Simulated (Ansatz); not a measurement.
# Swapping CH3 for F on Ge: the atomisation energy

Gas-phase molecules. On one Ge centre that keeps Cl, n of the CH3 ligands are replaced by F. The atomisation energy (no zero-point term) y in kJ/mol at CCSD(T)/def2-TZVPP. Shapes: PBE0-D4/def2-TZVP. Programs: Ansatz 0.2.0.

```
   molecule  n  y (kJ/mol)
 Ge(CH3)3Cl  0        5011
Ge(CH3)2ClF  1           ?
Ge(CH3)ClF2  2        2863
     GeClF3  3        1757
```

Task: Fit y = c + s·n to the known rows and predict Ge(CH3)2ClF.

Result: 
1. Means of the 3 rows: n = 1.66667, y = 3210.3.
2. Σ(Δn)² = 4.6667, Σ(Δn·Δy) = -5054.7, so the slope is -5054.7/4.6667 = -1083.1.
3. Intercept: 3210.3 − (-1083.1) × 1.66667 = 5015.5. The largest residual of the fit is 14.
4. Ge(CH3)2ClF: 5015.5 + (-1083.1) × 1 = 3932 kJ/mol.

The run gave 3943 kJ/mol, so the prediction is off by -11 kJ/mol, within the largest residual. The steps per swap are -1068, -1080, -1106 kJ/mol. The slope is the difference between a Ge–F and a Ge–CH3 bond with the ligands’ own bonds. Other levels give for Ge(CH3)2ClF: PBE-D4/def2-TZVPP 4064; B3LYP-D4/def2-TZVPP 3991; B2PLYP/def2-TZVPP 3968 kJ/mol. Coupled cluster in double- or triple-zeta sets underbinds by a few per cent against its basis-set limit. Relativity is left out for Ge. Outer-core shells of Ge are correlated, in sets that cover them unevenly.

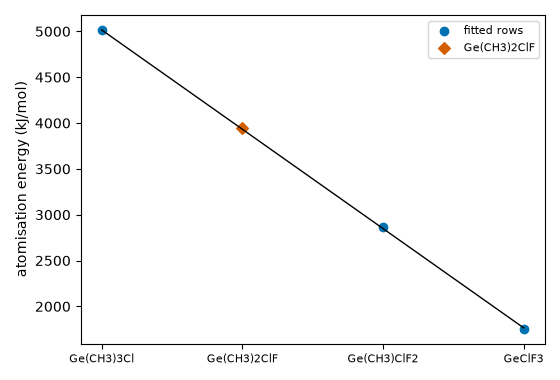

The fitted line, with the withheld member.
